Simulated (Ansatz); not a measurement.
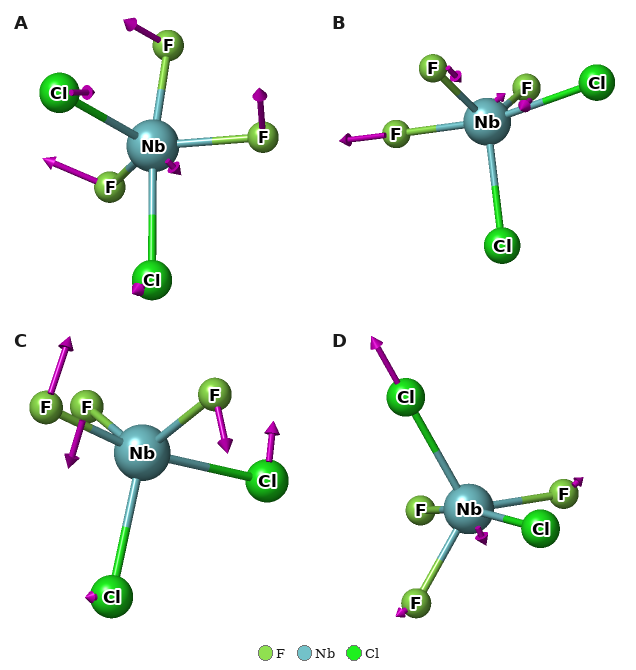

4 normal modes of one molecule or complex, as arrows. The species is neutral and a spin singlet. Harmonic vibrations computed with RKS PBE0-D4/def2-TZVP, core potentials on Nb (Ansatz 0.2.0) at a stationary point of the same level.

> Match the panels to the wavenumbers 50 cm⁻¹, 209 cm⁻¹, 452 cm⁻¹, 659 cm⁻¹.

A: 209 cm⁻¹, Cl–Nb–F bending
B: 659 cm⁻¹, Nb–F stretching
C: 50 cm⁻¹, Cl–Nb–F bending
D: 452 cm⁻¹, Nb–Cl stretching
